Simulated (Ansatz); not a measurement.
## Electronic structure of ClH5Si2···NH3 in real space

The calculation's input:

```
crystal:
  periodic: [false, false, false]
  atoms:
    - { symbol: Si, position_ang: [-1.354315, -0.108408, -0.067985] }
    - { symbol: Si, position_ang: [0.377574, -1.24236, 0.837477] }
    - { symbol: H, position_ang: [-1.296681, 0.177156, -1.52943] }
    - { symbol: H, position_ang: [-2.604434, -0.9028, 0.16897] }
    - { symbol: Cl, position_ang: [-1.696017, 1.728035, 0.932463] }
    - { symbol: H, position_ang: [1.748531, 0.780686, -0.363923] }
    - { symbol: "N", position_ang: [1.233966, 1.40903, -0.980353] }
    - { symbol: H, position_ang: [1.34137, -0.372145, 1.57617] }
    - { symbol: H, position_ang: [-0.177812, -2.246355, 1.799429] }
    - { symbol: H, position_ang: [1.118414, -1.975148, -0.238522] }
    - { symbol: H, position_ang: [0.779354, 0.855386, -1.70312] }
    - { symbol: H, position_ang: [0.530049, 1.896926, -0.431175] }
magnetization:
  spin_polarized: true
basis:
  gaussian: { orbitals: cc-pVDZ }
hamiltonian:
  xc: b3lyp
  dispersion: d4
relax:
  f_tol: 0.03
  max_steps: 50
output:
  orbitals: {}
```

Command:

```sh
ansatz run input.yaml --threads 4 --pin off --max-ram 5120MiB --backend cpu --events-out ev --progress --plain --runs-dir out
```

The fields are those of the run's last geometry, not of the input's.

Theory: Ansatz 0.2.0, UKS B3LYP-D4/cc-pVDZ.

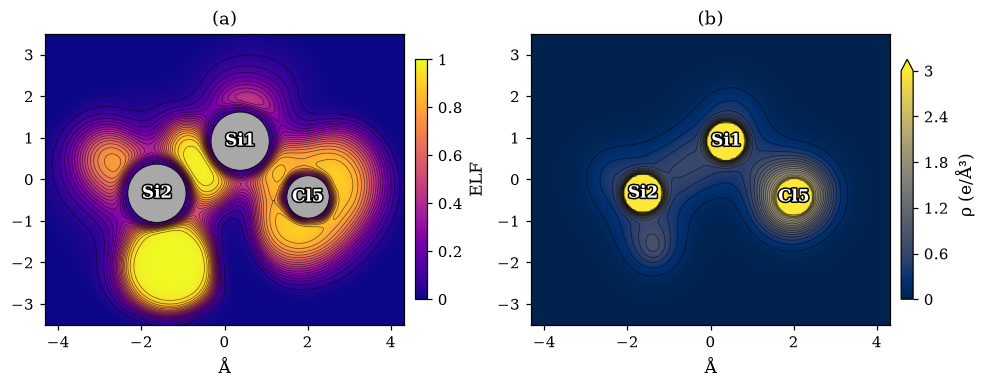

Figure 1. (a) electron localisation function; (b) electron density on the plane of atoms Si2, Si1 and Cl5. Grey discs cover the atomic cores in the ELF map.

Describe what can be read from this map.

- The section cuts through Si and Cl sites.
- Si–Cl (2.11 Å): the density is about 0.78 e/Å³ at the midpoint; the ELF peaks at about 0.85 between the atoms: a polar covalent bond.
- Si–Si (2.36 Å): ρ at the midpoint is about 0.63 e/Å³; the ELF peaks at about 1 between the atoms; a covalent bond.
- The ELF also peaks beside Cl5, away from the bonds: lone-pair regions.

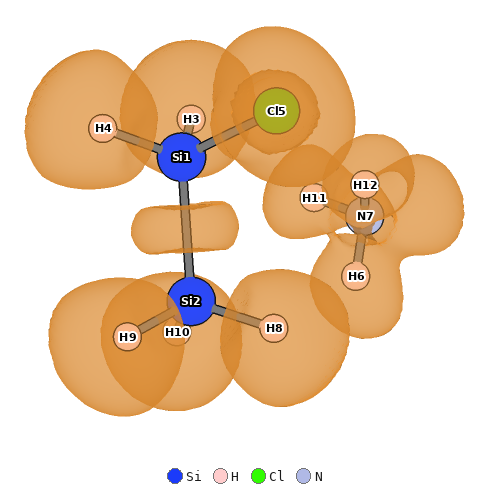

Figure 2. Isosurface of the ELF at 0.75 (orange), seen at a tilt. Only the valence region is drawn (cores and ρ < 0.01 e/Å³ removed).

Identify the bonds, lone pairs and shells in this picture.

At this value the surface marks out one region between bonded Si–Si atoms (shared pairs), five regions around hydrogen nuclei, one region on Cl in which the atom's valence shell and bonds are merged and one joined region spread over several atoms (H, N), in which their bonds and any lone pairs are merged. Along the contacts the grid gives the following. Si2···H6 (3.11 Å): the ELF dips to about 0 between them: a weak contact between the two molecules.

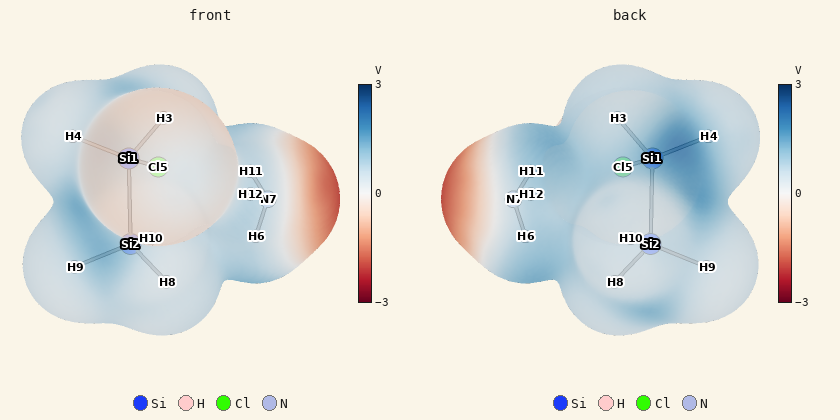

Figure 3. The molecular electrostatic potential painted on the density surface at 0.002 e/bohr³, seen from the front and from behind; the colour scale runs from red (negative) to blue (positive).

Which sites attract a positive test charge, and which a negative one?

A positive charge is drawn to the negative regions and a negative charge to the positive ones. The most negative region (about −1.9 V) lies over N7, the most positive (about +2.0 V) over Si1. N7 is the likeliest acceptor of a hydrogen bond.
